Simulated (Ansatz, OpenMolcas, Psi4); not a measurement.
# How methods differ on C2H5GeN (SMILES C1=[N][GeH2][CH2]1)

C2H5GeN has 9 atoms, charge 0, and is taken as a singlet. SMILES: `C1=[N][GeH2][CH2]1`. The coordinates come from a PBE0-D4/def2-TZVP relaxation.

Quantity: the HOMO–LUMO gap, in eV. The values are calculated.

```json
{"level": "BLYP/def2-SVP", "kind": "GGA", "program": "OpenMolcas", "value (eV)": "4.18"}
{"level": "revPBE/def2-SVP", "kind": "GGA", "program": "OpenMolcas", "value (eV)": "4.19"}
{"level": "M06-L/def2-SVP", "kind": "meta-GGA", "program": "OpenMolcas", "value (eV)": "4.67"}
{"level": "TPSS/def2-SVP", "kind": "meta-GGA", "program": "OpenMolcas", "value (eV)": "4.43"}
{"level": "PBE0-D4/def2-SVP (density fitting)", "kind": "global hybrid", "program": "Psi4", "value (eV)": "6.75"}
{"level": "r2SCAN0/def2-SVP", "kind": "hybrid meta-GGA", "program": "Ansatz", "value (eV)": "7.05"}
{"level": "wB97M-V/def2-SVP", "kind": "range-separated hybrid", "program": "Ansatz", "value (eV)": "11.22"}
{"level": "wB97X/def2-SVP", "kind": "range-separated hybrid", "program": "Ansatz", "value (eV)": "11.51"}
```

All-electron rows without a relativistic Hamiltonian named are non-relativistic. The values span 4.18 to 11.51 eV. Orbital gaps aren't excitation energies; they tend to grow with the share of exact exchange.

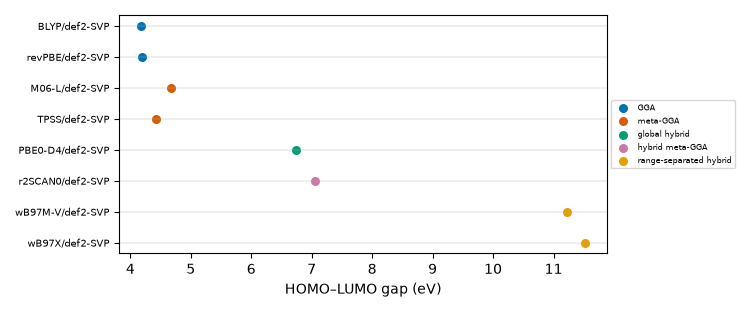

The values of the table, level by level.
